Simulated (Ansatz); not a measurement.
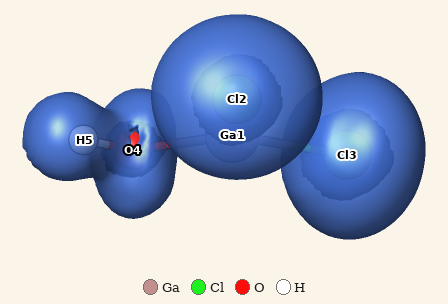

Figure 1: Cl2GaHO. Isosurface of the electron localisation function at 0.75 (blue), seen from one side. Only the valence region is drawn (cores and ρ < 0.01 e/Å³ removed).

Level of theory: RKS PBE0/def2-SVP (Ansatz).

Input file:

```
crystal:
  periodic: [false, false, false]
  atoms:
    - { symbol: Ga, position_ang: [0.0, 0.0, 0.0] }
    - { symbol: Cl, position_ang: [0.0, 0.0, 2.24] }
    - { symbol: Cl, position_ang: [1.9398, 0.0, -1.12] }
    - { symbol: O, position_ang: [-1.5501, 0.0, -0.895] }
    - { symbol: H, position_ang: [-2.0598, -0.8467, -0.6865] }
basis:
  gaussian: { orbitals: def2-SVP }
hamiltonian:
  xc: pbe0
relax:
  f_tol: 0.02
  max_steps: 40
output:
  orbitals: {}
```

Run with:

```sh
ansatz run input.yaml --threads 1 --pin off --max-ram 2048MiB --backend cpu --events-out ev --progress --plain --runs-dir out
```

The fields are those of the run's last geometry, not of the input's.

> What do the ELF domains correspond to?

The ELF exceeds this value in two regions wrapped around Cl (the valence shell of each) and one joined region spread over several atoms (H, O), in which their bonds and any lone pairs are merged.

Values along the shortest contacts:
Ga–O (1.76 Å): the ELF peaks at about 0.85 in the valence shell of O, 0.6 Å from its nucleus, and is about 0.25 at the midpoint. Ga–Cl (2.12 Å): the ELF peaks at about 0.80 in the valence shell of Cl, 0.8 Å from its nucleus, and is about 0.55 at the midpoint.
